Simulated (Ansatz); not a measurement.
**BNH2O (SMILES BN=O): B3LYP/STO-3G**

Aim: the electronic atomisation energy of BNH2O at B3LYP/STO-3G, from 5 runs. 

Program for the calculation: Ansatz 0.2.0.

59 further runs of the same task are left out: 4 that didn't finish, 55 set aside as unsound or not needed.

## (1) The system as given

BNH2O: 5 atoms, total charge 0, spin state singlet. As SMILES, `BN=O`. Geometry: relaxed at GFN2-xTB.

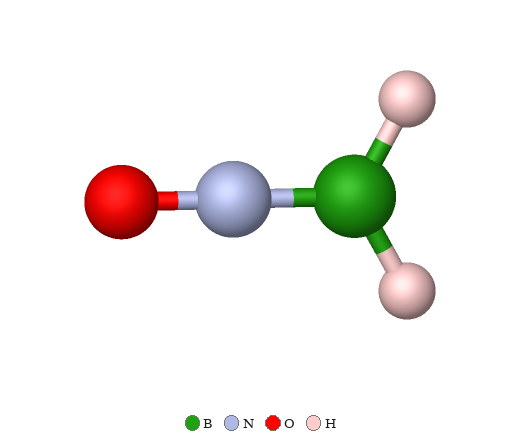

Viewed from a chosen angle; boron green, nitrogen light blue, oxygen red, hydrogen pink.

## (2) The energy at B3LYP/STO-3G

Contents of run.yaml:

```yaml
crystal:
  periodic: [false, false, false]
  atoms:
    - {symbol: B, position_ang: [-0.303260, 0.384710, -0.206480]}
    - {symbol: "N", position_ang: [0.435210, -0.552070, 0.296940]}
    - {symbol: O, position_ang: [1.113730, -1.415380, 0.760240]}
    - {symbol: H, position_ang: [-1.158940, 0.091910, -0.941520]}
    - {symbol: H, position_ang: [-0.086740, 1.490830, 0.090820]}
basis:
  gaussian:
    orbitals: STO-3G
hamiltonian:
  xc: {name: B3LYP}
accuracy: high
```

Launch:

```
ansatz run run.yaml --threads 1 --pin off --max-ram 2610MiB --events-out events.jsonl --progress --plain --runs-dir runs
```

What it wrote:

```text
Warning: RAYON_NUM_THREADS=1 ignored (pool sized by the plan → 1); use --threads N
Functional definition: B3LYP
  name "B3LYP"
  parameter a0 = 0.2
  parameter ax = 0.72
  parameter ac = 0.81
  exchange = (1 - a0 - ax)*slater_x + ax*b88_x + a0*exact_x
  correlation = (1 - ac)*vwn_rpa_c + ac*lyp_c
294 factors; integrals over basis functions are off by at most 2.9e-8 eV
mean field evaluation 1: about -4185.8220 eV, gradient 1.8e1 eV
mean field evaluation 2: about -4183.4429 eV, gradient 3.1e1 eV
mean field evaluation 4: about -4186.9218 eV, gradient 3.8e0 eV
mean field evaluation 8: about -4186.9105 eV, gradient 3.6e-2 eV
mean field evaluation 16: about -4186.9105 eV, gradient 6.7e-7 eV
mean field -4186.91051135 eV, -153.8661233021 hartree, gradient 8.9e-8 eV, S^2 0.000000; 0 other end points of the search recorded, 0 dependent functions left out
reference -4186.91053383 eV, -153.8661241285 hartree; 11, 11 occupied and 6, 6 virtual orbitals, 294 factors
Total energy: -4186.91053383 eV, -153.8661241285 hartree
```

Wall time 0.97 s (1 thread of Arm Neoverse V1, shared host); peak memory 0.09 GiB.

## (3) The B atom, same level

Contents of input.yaml:

```yaml
crystal:
  periodic: [false, false, false]
  atoms:
    - {symbol: B, position_ang: [0.000000, 0.000000, 0.000000]}
basis:
  gaussian:
    orbitals: STO-3G
magnetization:
  spin_polarized: true
  initial_magnetization: 1
hamiltonian:
  xc: {name: B3LYP}
accuracy: high
```

Launch:

```
ansatz run input.yaml --threads 1 --pin off --max-ram 2610MiB --events-out events.jsonl --progress --plain --runs-dir runs
```

What it wrote (excerpt; [...] marks lines left out):

```text
Warning: RAYON_NUM_THREADS=1 ignored (pool sized by the plan → 1); use --threads N
[... 7 set-up lines as earlier in the session ...]
15 factors; integrals over basis functions are off by at most 8.9e-10 eV
mean field evaluation 1: about -660.7343 eV, gradient 3.1e-7 eV
mean field evaluation 2: about -660.7343 eV, gradient 1.8e-6 eV
mean field evaluation 4: about -660.7343 eV, gradient 1.9e-7 eV
mean field evaluation 8: about -660.7343 eV, gradient 0.0e0 eV
mean field -660.73430840 eV, -24.2815379718 hartree, gradient 0.0e0 eV, S^2 0.750000; 0 other end points of the search recorded, 0 dependent functions left out
reference -660.73432618 eV, -24.2815386251 hartree; 3, 2 occupied and 2, 3 virtual orbitals, 15 factors
Total energy: -660.73432618 eV, -24.2815386251 hartree
```

It took 0.22 s on 1 thread of Arm Neoverse V1, shared host.

## (4) The H atom

Contents of molecule.yaml:

```yaml
basis:
  gaussian:
    orbitals: STO-3G
crystal:
  periodic: [false, false, false]
  atoms:
    - {symbol: H, position_ang: [0.000000, 0.000000, 0.000000]}
magnetization:
  spin_polarized: true
  initial_magnetization: 1
hamiltonian:
  xc: {name: B3LYP}
accuracy: high
```

Launch:

```
ansatz run molecule.yaml --threads 1 --pin off --max-ram 2610MiB --events-out events.jsonl --progress --plain --runs-dir runs
```

What it wrote (excerpt; [...] marks lines left out):

```text
Warning: RAYON_NUM_THREADS=1 ignored (pool sized by the plan → 1); use --threads N
[... 7 set-up lines as earlier in the session ...]
1 factors; integrals over basis functions are off by at most 4.6e-10 eV
mean field evaluation 1: about -12.7222 eV, gradient 0.0e0 eV
mean field evaluation 2: about -12.7222 eV, gradient 0.0e0 eV
mean field -12.72219657 eV, -0.4675321004 hartree, gradient 0.0e0 eV, S^2 0.750000; 0 other end points of the search recorded, 0 dependent functions left out
reference -12.72220983 eV, -0.4675325880 hartree; 1, 0 occupied and 0, 1 virtual orbitals, 1 factors
Total energy: -12.72220983 eV, -0.4675325880 hartree
```

Wall time 0.08 s (1 thread of Arm Neoverse V1, shared host).

## (5) The N atom

Contents of in.yaml:

```yaml
crystal:
  periodic: [false, false, false]
  atoms:
    - {symbol: N, position_ang: [0.000000, 0.000000, 0.000000]}
basis:
  gaussian: {orbitals: STO-3G}
magnetization: {spin_polarized: true, initial_magnetization: 3}
hamiltonian: {xc: {name: B3LYP}}
accuracy: high
```

Run the same way, it converges to -53.88620 Eh (log not shown).

## (6) The O atom, same level

Contents of in.yaml:

```yaml
crystal:
  periodic: [false, false, false]
  atoms:
    - {symbol: O, position_ang: [0.000000, 0.000000, 0.000000]}
basis:
  gaussian: {orbitals: STO-3G}
hamiltonian: {xc: {name: B3LYP}}
magnetization: {spin_polarized: true, initial_magnetization: 2}
accuracy: high
```

Run the same way, it converges to -74.03486 Eh (log not shown).

## (7) Results

Level: B3LYP/STO-3G.

| quantity | value |
| --- | --- |
| molecule: total energy | -153.86612 Eh |
| B atom: total energy | -24.28154 Eh |
| B atom: ⟨S²⟩ | 0.750 |
| H atom: total energy | -0.46753 Eh |
| H atom: ⟨S²⟩ | 0.750 |
| N atom: total energy | -53.88620 Eh |
| N atom: ⟨S²⟩ | 3.750 |
| O atom: total energy | -74.03486 Eh |
| O atom: ⟨S²⟩ | 2.000 |
| electronic atomisation energy | 19.822 eV |

What this shows: Taking the molecule apart into free atoms costs 19.82 eV (457 kcal/mol), before zero-point energy and without spin-orbit coupling. In a minimal basis such a difference can be off by several eV, whatever the method.
